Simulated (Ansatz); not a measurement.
# Lattice dynamics of LaAs (model cell, started as zinc blende), part 2 of 2

Wanted: phonon frequencies of LaAs (model cell, started as zinc blende) and what follows from them.

Ansatz 0.2.0; DFT r2SCAN, scalar-relativistic, plane waves, PAW.

So far. Step 3 (Tight relaxation): The forces vanish by symmetry and the pressure is 0.009 GPa, within the tolerances set. The cell now holds 39.30 Å³/atom. The relaxed cell has a = 6.800 Å (conventional setting).

The structure was built from a prototype and need not be the compound's stable phase.

### 4. Linear response at the zone centre

The zone centre comes first: it holds the modes that light can see, as far as symmetry allows. The response to a homogeneous field gives the Born charges and the dielectric tensor.

input.yaml

```yaml
crystal:
  lattice:
    - [0.0, 3.399941309, 3.399941309]
    - [3.399941309, 0.0, 3.399941309]
    - [3.399941309, 3.399941309, 0.0]
  atoms:
    - { symbol: La, position: [0.0, 0.0, 0.0] }
    - { symbol: As, position: [0.25, 0.25, 0.25] }
kpoints:
  mp_grid: { grid: [8, 8, 8] }
hamiltonian:
  xc: r2scan
scf:
  occupations: { method: fixed }
output:
  eigenvalues: true
phonons:
  method: dfpt
  dielectric: true
  rigid_motions: translations
```

The run is started by

```bash
$ ansatz run input.yaml --threads 4 --pin off --max-ram 7168MiB --backend cpu --events-out ev --progress --plain --runs-dir out
```

Numbers of over 12 decimals in the logs are rounded to 6 here.

Output:

```text
[...]
Crystal: 2 atoms, lattice volume = 78.604 Å³
Basis set: ecut = 500 eV, 1989 PW (Γ), exchange–correlation on 180×180×180 points (125 copies of the dense FFT grid, shifted against one another)
Bands: 17, of which v1, the nominal top of the filled ones, is band 13 counted from 1 (12 counted from 0)
Symmetry: 24 space group operations
k-points: 95 of 512 (irreducible under 4 space group operations, time reversal used)
[...]
SCF iter   1: F=—  HF=-11131.909299 eV  |F-HF|=—  |Δ(HF+E_count)|=         —  Δρ=8.18e-3  dr2=1.09e-1  dr2_τ=8.00e-3  ethr=1.77e-3  ⟨swp⟩=3.7  Hψ=6287  notcnv=0  defer=89
[...]
SCF iter   8: F=-11131.908000 eV  HF=-11131.908000 eV  |F-HF|=1.64e-11  |Δ(HF+E_count)|=  4.51e-10  Δρ=1.89e-7  dr2=1.38e-11  dr2_τ=2.09e-12  ethr=1.00e-12  ⟨swp⟩=7.4  Hψ=11129  notcnv=0
SCF 1 converged in 8 iterations: F = -11131.908000 eV  dr2 = 1.38e-11
[...]
DFPT response loops at Γ: preconditioner auto → none (the input reference at scf.mixing.eps_inf says where Resta's filter doesn't serve); β = 0.50; Broyden in place of MSR1
── the response to a field inside a basis, on 8×8×8 k-points: an SCF that follows is theirs, and a resumed run solves both again ──
Bands: 14, of which v1, the nominal top of the filled ones, is band 13 counted from 1 (12 counted from 0)
k-points: 60 of 512 (irreducible under 6 space group operations, time reversal used)
[...]
Eigensolver: Dense (60 Hₖ)
SCF iter   1: F=—  HF=-11131.904359 eV  |F-HF|=—  |Δ(HF+E_count)|=         —  Δρ=8.36e-5  dr2=8.77e-7  dr2_τ=1.20e-6  ethr=1.00e-1
[...]
SCF iter   3: F=-11131.904364 eV  HF=-11131.904364 eV  |F-HF|=5.56e-9  |Δ(HF+E_count)|=   9.81e-7  Δρ=7.58e-6  dr2=2.72e-8  dr2_τ=4.82e-9  ethr=8.15e-10
SCF 1 converged in 3 iterations: F = -11131.904364 eV  dr2 = 2.72e-8
[...]
SCF converged after 8 iterations
Free energy (F): -11131.908000 eV
[...]
Internal energy: -11131.908000 eV  (E = F + TS)
E sigma→0 (E₀):  -11131.908000 eV
Fermi energy:    6.006776 eV
[...]
--- Band table (eV; the first three rows and the last of 95) ---
  k-point 0: bands = [... 9 lower, -3.3321, 4.8105, 4.8105, 4.8105, 7.9664, 9.0792, 9.0792, 9.0792]
  k-point 1: bands = [... 9 lower, -3.2516, 4.7050, 4.8760, 4.8760, 8.2473, 8.9880, 8.9880, 9.0674]
  k-point 2: bands = [... 9 lower, -3.0659, 4.6157, 5.0261, 5.0261, 8.6211, 8.8764, 8.8764, 9.0491]
  k-point 94: bands = [... 9 lower, -2.6462, 4.8772, 5.0520, 6.0068, 7.6904, 8.8285, 8.9985, 9.0778]
--- Phonons (Γ-DFPT): 2 representative perturbations + reference, on 95 of 512 k-points (Σ response iterations 12) ---
  k mesh reduced under 4 symmetry operations, with k and −k counted as one. Each operation leaves every solved perturbation unchanged. A smaller set is not considered because the functional reads the kinetic-energy density
  ASR residual: 1.574e-4 → 0.000e0 eV/Å²; symmetrization residual: 4.724e-6 eV/Å²
  ASR residual per site (eV/Å²): 1.57e-4 2.43e-5
  Γ frequencies (cm⁻¹): 0.00 0.00 0.00 165.44 165.44 165.44
  ε∞ (high-frequency dielectric tensor):
        7.368134     0.000000    -0.000000
        0.000000     7.368134    -0.000000
       -0.000000    -0.000000     7.368134
  ε⁰ (static dielectric tensor: ions relaxed, cell fixed):
       12.082441     0.000000    -0.000000
        0.000000    12.082441     0.000000
       -0.000000     0.000000    12.082441
  ε⁰ − ε∞ (ionic part):
        4.714307    -0.000000    -0.000000
       -0.000000     4.714307     0.000000
       -0.000000     0.000000     4.714307
  softest optical mode at Γ: 165.44 cm⁻¹; the repairs (sum rule, projections) moved no ω² at Γ by more than (0.64 cm⁻¹)²
  Born effective charges Z* (e; rows j = field, columns β = displacement):
    site 0:
         3.16729   -0.00000   -0.00000
        -0.00000    3.16729    0.00000
         0.00000    0.00000    3.16729
    site 1:
        -3.16729    0.00000    0.00000
         0.00000   -3.16729   -0.00000
        -0.00000   -0.00000   -3.16729
  Z* charge neutrality: 2.102e-4 e pre-enforcement
  solved inside a basis spanned on kpoints, on 8×8×8 k-points, its susceptibility summed on 12×12×12: ε∞ is read to err by 2.5e-2, Z* by 1.6e-2 e (field_mesh: kpoints solves on kpoints); Z* is corrected for what the basis lacks
  optical modes at Γ without the LO–TO term, one row a degenerate level:
      ω (cm⁻¹)  modes    IR ((D/Å)²/amu)
        165.44      3            14.2657
  optical modes at Γ + LO–TO along q̂ = [1.0000, 0.0000, 0.0000]:
      ω (cm⁻¹)  modes    IR ((D/Å)²/amu)
        165.44      2             9.5105
        211.85      1             4.7552
  optical modes at Γ + LO–TO along q̂ = [0.0000, 1.0000, 0.0000]:
      ω (cm⁻¹)  modes    IR ((D/Å)²/amu)
        165.44      2             9.5105
        211.85      1             4.7552
  optical modes at Γ + LO–TO along q̂ = [0.0000, 0.0000, 1.0000]:
      ω (cm⁻¹)  modes    IR ((D/Å)²/amu)
        165.44      2             9.5105
        211.85      1             4.7552
```

Run time: 78 s. Hardware: 4 threads of Arm Neoverse V2, shared host; peak memory 2.2 GiB.

The column dr2 measures how far the density is from self-consistency, as an energy; F and HF (Harris–Foulkes) agree once it is small.

This step gave:

| Property | Result |
| --- | --- |
| sum-rule residual before enforcement | 1.57e-4 eV/Å² |
| miss of the charge sum rule | 2.10e-4 e |
| estimated error of the dielectric tensor | 0.02458 |
| estimated error of the Born charges | 0.01567 e |
| point group | -43m |
| highest optical mode at the zone centre (no LO-TO term) | 165.4 cm⁻¹ |
| lowest optical zone-centre mode | 165.4 cm⁻¹ |
| mean high-frequency dielectric constant | 7.368 |
| largest Born charge (third of the trace) | 3.167 e |
| mean static dielectric constant | 12.08 |
| top of the zone-centre spectrum with the field | 211.8 cm⁻¹ |

Without the LO-TO term. Patterns of degenerate modes are one choice out of their space. Modes at Γ, with each element's share of the kinetic energy:

| mode | frequency (cm⁻¹) | symmetry | La % | As % |
| --- | --- | --- | --- | --- |
| 1 | 0.0 | acoustic | 65 | 35 |
| 2 | 0.0 | acoustic | 65 | 35 |
| 3 | 0.0 | acoustic | 65 | 35 |
| 4 | 165.4 | T2 | 35 | 65 |
| 5 | 165.4 | T2 | 35 | 65 |
| 6 | 165.4 | T2 | 35 | 65 |

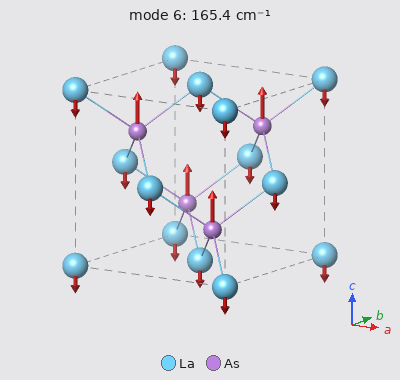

Displacement patterns of mode 6 at Γ; arrows are exaggerated. Bonds to atoms that aren't drawn are left out. Some periodic images of atoms are drawn too.

Optical modes at the zone centre, without and with the macroscopic field of the longitudinal modes; each column is sorted by frequency, so a row need not hold one and the same mode. Modes with and without the field, by row:

| rank among optical modes | no field (cm⁻¹) | q along (1, 0, 0) (cm⁻¹) |
| --- | --- | --- |
| 1 | 165.4 | 165.4 |
| 2 | 165.4 | 165.4 |
| 3 | 165.4 | 211.8 |

Born charge (rows field, columns displacement) (e), principal values of the symmetric part by kind of site:

| atom | atoms with these values | low | middle | high | mean |
| --- | --- | --- | --- | --- | --- |
| La1 | 1 | 3.17 | 3.17 | 3.17 | 3.17 |
| As2 | 1 | -3.17 | -3.17 | -3.17 | -3.17 |

In full for As2:

```
-3.17  0.00  0.00
 0.00 -3.17  0.00
 0.00  0.00 -3.17
```

High-frequency dielectric tensor:

```
7.37 0.00 0.00
0.00 7.37 0.00
0.00 0.00 7.37
```

Static dielectric tensor (ions relaxed, fixed cell):

```
12.08  0.00  0.00
 0.00 12.08  0.00
 0.00  0.00 12.08
```

Transverse modes. Infrared lines, with heights relative to the strongest:

| position (cm⁻¹) | label | relative intensity |
| --- | --- | --- |
| 165 | T2 | 100 |

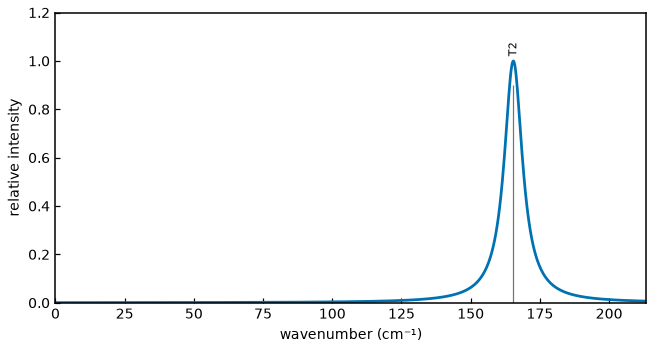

The infrared spectrum, broadened with Lorentzians of width 8 cm⁻¹; bars mark the lines.

Before it was imposed, the acoustic sum rule was missed by 1.6e-4 eV/Å² and the charge sum rule by 2.1e-4 e. Small misses are needed for a sound result but don't prove that mesh and cutoff are converged. The lowest optical mode is real, 165 cm⁻¹.

### 5. Phonons on a q mesh

Stability and thermal properties need the whole zone. Linear response on a 4×4×4 q mesh gives force constants as far as a supercell of that size would, and the tensors from the zone-centre run are typed in so that the long-range dipole term is interpolated apart.

input.yaml, the sections that differ from step 4:

```yaml
phonons:
  method: dfpt
  qmesh: [4, 4, 4]
  temperatures: { t_max: 1000, t_step: 50 }
  qpath:
    path:
      - [[0.0, 0.0, 0.0], [-0.5, -0.5, 0.0], [-0.375, -0.375, 0.25]]
      - [[-0.375, 0.0, 0.375], [0.0, 0.0, 0.0], [0.0, 0.0, 0.5], [-0.5, -0.25, 0.25], [-0.5, -0.5, 0.0]]
    npoints: 10
  non_analytic_term:
    high_frequency_dielectric_tensor: [[7.3681, 0.0, 0.0], [0.0, 7.3681, 0.0], [0.0, 0.0, 7.3681]]
    born_effective_charges:
      - { species: La, tensor: [[3.1673, 0.0, 0.0], [0.0, 3.1673, 0.0], [0.0, 0.0, 3.1673]] }
      - { species: As, tensor: [[-3.1673, 0.0, 0.0], [0.0, -3.1673, 0.0], [0.0, 0.0, -3.1673]] }
    source: "zone-centre run at this cell"
# crystal, kpoints, hamiltonian, scf, output: as in step 4
```

Output:

```text
Warning: phonons: the dynamical matrix that this run interpolates holds no multipole term above the dipole-dipole one, and a site of this crystal is no centre of inversion, so its interpolated transverse optical and acoustic branches and sound speeds can stay off near Gamma, and the density of states and the thermodynamics with them. What a run solves at a wave vector of phonons.qpoints, Gamma apart, where the deck admits one, is free of this, and under fd what a larger phonons.supercell samples
[...]
Crystal: 2 atoms, lattice volume = 78.604 Å³
Basis set: ecut = 500 eV, 1989 PW (Γ), exchange–correlation on 180×180×180 points (125 copies of the dense FFT grid, shifted against one another)
Bands: 17, of which v1, the nominal top of the filled ones, is band 13 counted from 1 (12 counted from 0)
Symmetry: 24 space group operations
k-points: 95 of 512 (irreducible under 4 space group operations, time reversal used)
[...]
SCF iter   1: F=—  HF=-11131.909299 eV  |F-HF|=—  |Δ(HF+E_count)|=         —  Δρ=8.18e-3  dr2=1.09e-1  dr2_τ=8.00e-3  ethr=1.77e-3  ⟨swp⟩=3.7  Hψ=6287  notcnv=0  defer=89
[...]
SCF iter   9: F=-11131.908000 eV  HF=-11131.908000 eV  |F-HF|=1.82e-12  |Δ(HF+E_count)|=  1.82e-11  Δρ=3.28e-8  dr2=8.21e-13  dr2_τ=1.70e-14  ethr=1.00e-12  ⟨swp⟩=8.4  Hψ=9266  notcnv=0
SCF 1 converged in 9 iterations: F = -11131.908000 eV  dr2 = 8.21e-13
[...]
NSCF: frozen V_eff on 29 k-points
[...]
DFPT response loops at q = (0, 0, 0.25) (fractional): preconditioner auto → Resta (q_TF=auto, 2.269 Å⁻¹)  ε∞=6.0 (no band partly filled); β = 1.00, the filter's whole step (`scf.mixing.beta` (0.50) is not read by the response loops at its default; to damp them type it under 1.00, their step now; it binds the ground state too); Broyden in place of MSR1
[...]
SCF converged after 9 iterations
Free energy (F): -11131.908000 eV
[...]
Internal energy: -11131.908000 eV  (E = F + TS)
E sigma→0 (E₀):  -11131.908000 eV
Fermi energy:    6.006776 eV
[...]
--- Band table (eV; the first three rows and the last of 95) ---
  k-point 0: bands = [... 9 lower, -3.3321, 4.8105, 4.8105, 4.8105, 7.9664, 9.0792, 9.0792, 9.0792]
  k-point 1: bands = [... 9 lower, -3.2516, 4.7050, 4.8760, 4.8760, 8.2473, 8.9880, 8.9880, 9.0674]
  k-point 2: bands = [... 9 lower, -3.0659, 4.6157, 5.0261, 5.0261, 8.6211, 8.8764, 8.8764, 9.0491]
  k-point 94: bands = [... 9 lower, -2.6462, 4.8772, 5.0520, 6.0068, 7.6904, 8.8285, 8.9985, 9.0778]
[...]
ASR residual: 3.509e-5 → 0.000e0 eV/Å²; symmetrization residual: 4.684e-6 eV/Å²
  ASR residual per site (eV/Å²): 1.44e-5 3.51e-5
  Γ frequencies (cm⁻¹): 0.00 0.00 0.00 165.44 165.44 165.44
--- Phonons (arbitrary-q DFPT): 8 irreducible q on the 4×4×4 mesh ---
  q = [0.0000, 0.0000, 0.0000] (star 1, of the zone-centre solve; hermiticity 1.91e-6, symmetrization 6.17e-13): -0.00 -0.00 -0.00 165.44 165.44 165.44
  q = [0.0000, 0.0000, 0.2500] (star 8, 2 solved perturbations on 288 of 512 k-point pairs; hermiticity 2.31e-6, symmetrization 4.29e-12): 18.77 18.77 74.25 164.08 164.08 200.07
[...]
q = [0.0000, 0.2500, 0.2500] (star 6, 4 solved perturbations in 528 linear systems a pass and spin channel, the states on 164 of 512 k-point pairs; hermiticity 4.97e-6, symmetrization 1.27e-12): 33.91 33.91 78.40 160.44 160.44 199.27
[...]
sum rule: each row above includes the acoustic sum rule's correction from the zone centre's row sums; it moved no ω² by more than (0.36 cm⁻¹)²
  mesh force constants: q→R imaginary residual 1.75e-18; ASR residual 3.509e-5 → 0.000e0 eV/Å²; symmetrization residual 2.665e-15 eV/Å²
  interpolated dispersion: 63 rows × 6 modes
  density of states and harmonic sums: on the 16×16×16 q-mesh, interpolated from the force constants of a 4×4×4 supercell (with the dipole–dipole term of supplied tensors)
  largest difference from the sums on the solved wave vectors: F 8.59e-3 eV, S 1.17e-5 and C_V 3.13e-6 eV/K
  zero-point energy: 0.043293 eV/cell   skipped modes (ω ≤ 0): 8, of them read as no rigid motion or as one in doubt: 5 (9.766e-3 modes/cell left out, lowest -3.23 cm⁻¹)   left out of the sums: 1.75e-3 of the cell's modes: C_V's classical limit lies that fraction below 3 k_B per atom; for a crystal, a wire or a layer, F and S can be off by more, and a phonons.interpolated_qmesh denser along its periods is the remedy for the sampling
```

Run time: 13 min. Hardware: 4 threads; peak memory 3.5 GiB.

This step gave:

```
sum-rule residual before enforcement                    : 3.51e-5 eV/Å²
lowest frequency on the path                            : -3.123 cm⁻¹
highest frequency on the path or at a solved wavevector : 211.9 cm⁻¹
lowest mode on the q mesh (acoustic modes at Γ apart)   : 18.77 cm⁻¹
```

Frequencies (cm⁻¹) solved at each irreducible wavevector; negative means imaginary. Frequencies by wavevector, by row:

| q in reciprocal lattice units | star | mode 1 | mode 2 | mode 3 | mode 4 | mode 5 | mode 6 |
| --- | --- | --- | --- | --- | --- | --- | --- |
| 0 0 0 | 1 | 0 | 0 | 0 | 165.4 | 165.4 | 165.4 |
| 0 0 0.25 | 8 | 18.8 | 18.8 | 74.2 | 164.1 | 164.1 | 200.1 |
| 0 0 -0.5 | 4 | 27.6 | 27.6 | 124.4 | 162.7 | 162.7 | 174.9 |
| 0 0.25 0.25 | 6 | 33.9 | 33.9 | 78.4 | 160.4 | 160.4 | 199.3 |
| 0 0.25 -0.5 | 24 | 42.3 | 64.5 | 116.9 | 158.3 | 158.8 | 175.8 |
| 0 0.25 -0.25 | 12 | 30.8 | 64.9 | 101.6 | 160.8 | 162 | 182.5 |
| 0 -0.5 -0.5 | 3 | 53.3 | 53.3 | 135.5 | 153.9 | 153.9 | 169 |
| 0.25 -0.5 -0.25 | 6 | 66.1 | 70.3 | 124.8 | 156.3 | 159.5 | 163.4 |

Interpolated from a 4×4×4 q mesh, with the LO-TO term (at Γ the limit along the path; where Γ stands inside the path, tables give the limit on arrival). The phonon branches at the labelled points (cm⁻¹):

| point | branch 1 | branch 2 | branch 3 | branch 4 | branch 5 | branch 6 |
| --- | --- | --- | --- | --- | --- | --- |
| Γ | 0 | 0 | 0 | 165 | 165 | 212 |
| X | 53 | 53 | 136 | 154 | 154 | 169 |
| U | 45 | 76 | 126 | 157 | 158 | 167 |
| jump to K | 45 | 76 | 126 | 157 | 158 | 167 |
| Γ | 0 | 0 | 0 | 165 | 165 | 212 |
| L | 28 | 28 | 124 | 163 | 163 | 175 |
| W | 66 | 70 | 125 | 156 | 160 | 163 |
| X | 53 | 53 | 136 | 154 | 154 | 169 |

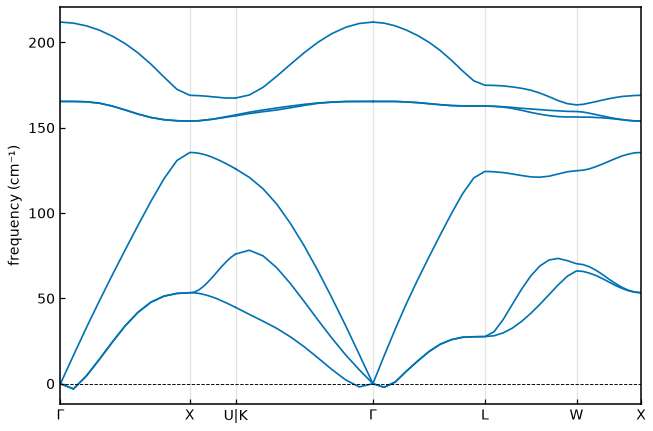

Phonon branches along the path.

The phonon density of states has structure finer than the step of the table below, so its rows give means over 10 cm⁻¹, whole bins alone (the curve runs from -3 to 211 cm⁻¹). Peaks (cm⁻¹: height): 51.0: 0.0475, 121.0: 0.0620, 161.0: 0.263.

Tetrahedra on a 16×16×16 mesh, mean over bins of 2 cm-1. Interpolated from a 4×4×4 q mesh. The phonon density of states by wavenumber; means over each step:

| wavenumber (cm⁻¹) | phonon density of states (1/cm⁻¹/cell) |
| --- | --- |
| 10 | 0.00517 |
| 20 | 0.0133 |
| 30 | 0.0356 |
| 40 | 0.0434 |
| 50 | 0.0456 |
| 60 | 0.0326 |
| 70 | 0.0309 |
| 80 | 0.00858 |
| 90 | 0.00801 |
| 100 | 0.0113 |
| 110 | 0.0178 |
| 120 | 0.0380 |
| 130 | 0.00826 |
| 140 | 3.6e-5 |
| 150 | 0.00692 |
| 160 | 0.186 |
| 170 | 0.0443 |
| 180 | 0.0291 |
| 190 | 0.0178 |
| 200 | 0.0120 |

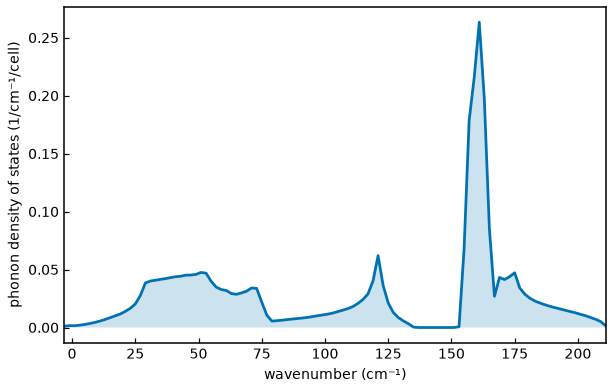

Phonon density of states against wavenumber.

The partial phonon density of states has structure finer than the step of the table below, so its rows give means over 20 cm⁻¹, whole bins alone (the curve runs from -13.1 to 227 cm⁻¹). Peaks (cm⁻¹: height): As 48.8: 0.0195, 160.7: 0.137; La 48.8: 0.0303, 121.4: 0.0394, 160.7: 0.0851.

Phonopy on the run's constants, 15x15x15 mesh, Gaussian sigma 2.0 cm-1. Interpolated from a 4×4×4 q mesh. Table of partial phonon density of states by wavenumber; means over each step; values in 1/cm⁻¹/cell:

| wavenumber (cm⁻¹) | As | La |
| --- | --- | --- |
| 0 | 6.9e-4 | 0.00123 |
| 20 | 0.00610 | 0.0102 |
| 40 | 0.0167 | 0.0261 |
| 60 | 0.0135 | 0.0213 |
| 80 | 0.00530 | 0.00921 |
| 100 | 0.00316 | 0.00835 |
| 120 | 0.00399 | 0.0228 |
| 140 | 9.7e-5 | 0.00129 |
| 160 | 0.0686 | 0.0392 |
| 180 | 0.0234 | 0.00619 |
| 200 | 0.00796 | 0.00375 |

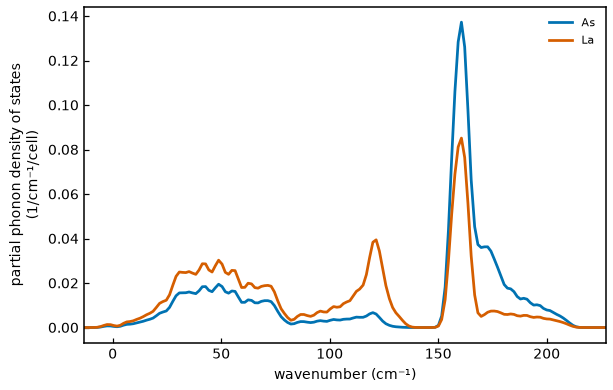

Partial phonon density of states, plotted against wavenumber.

Second derivatives of the energy by pair, one row for each kind of neighbour of each atom listed. Each entry sums the pair over the periodic images of the supercell that the q mesh stands for, and in a polar crystal it holds the long-range dipole part too. Force constants by pair, by row:

| atom | neighbour | distance (Å) | third of the trace (eV/Å²) | along the pair's line (eV/Å²) |
| --- | --- | --- | --- | --- |
| La1 | itself | 0 | 6.733 | – |
| La1 | As | 2.944 | -1.425 | -3.42 |
| La1 | La | 4.808 | -0.0831 | -0.5864 |
| La1 | As | 5.638 | -0.026 | 0.192 |
| La1 | La | 6.8 | -0.0227 | -0.1183 |
| La1 | As | 7.41 | 0.0599 | 0.1736 |
| As2 | itself | 0 | 5.584 | – |
| As2 | La | 2.944 | -1.425 | -3.42 |
| As2 | As | 4.808 | 0.0097 | -0.4729 |
| As2 | La | 5.638 | -0.026 | 0.192 |
| As2 | As | 6.8 | -0.0186 | -0.0994 |
| As2 | La | 7.41 | 0.0599 | 0.1736 |

Symmetry leaves 8 wavevectors to solve. The lowest mode among them, the acoustic zeros apart, lies at q = (0, 0, 0.25) and is real, 18.8 cm⁻¹.

### 6. What came out

| Item | Value |
| --- | --- |
| space group after relaxation (within 0.01 Å) | F-43m |
| volume per atom | 39.3 Å³ |
| gap on the k-mesh | 1.68 eV |
| highest optical mode at the zone centre (no LO-TO term) | 165 cm⁻¹ |
| top of the zone-centre spectrum with the field | 212 cm⁻¹ |
| lowest optical zone-centre mode | 165 cm⁻¹ |
| mean high-frequency dielectric constant | 7.37 |
| mean static dielectric constant | 12.1 |
| largest Born charge (third of the trace) | 3.17 e |
| lowest mode on the q mesh (acoustic modes at Γ apart) | 18.8 cm⁻¹ |
| highest frequency on the path or at a solved wavevector | 212 cm⁻¹ |
| imaginary modes on the 4×4×4 q mesh | none |

What this shows: No mode is imaginary at the 8 irreducible wavevectors solved, but between them the interpolated path dips to 3.1i cm⁻¹, so stability is not settled. Without the field, the optical modes at Γ form one degenerate level at 165 cm⁻¹. The highest mode in this list at Γ, 165.4 cm⁻¹, has its largest share on As (65 % of the kinetic energy). With the macroscopic field of the longitudinal modes the top of the zone-centre spectrum lies at 212 cm⁻¹, against 165 cm⁻¹ without it. Lattice motion raises the mean dielectric constant from 7.368 to 12.08. The strongest infrared line is at 165 cm⁻¹. The program warns that the interpolation holds no quadrupole term, so branches close to Γ can be off in this crystal. Spin-orbit coupling is left out, which can matter for the heavy elements here. The starting cell was built on a prototype and not taken from a measurement, so the phase need not exist. These are harmonic frequencies at zero temperature: anharmonic shifts, linewidths and thermal expansion are left out.

[Logs are printed without paths, hosts, clocks, repeated set-up lines and the standing remarks that a program may print on its own settings, such as how far it seeks lower states.]

[Hosts, paths, dates, database ids (printed as entryN), source tags and the programs' standing remarks are cut or masked in the printed files.]
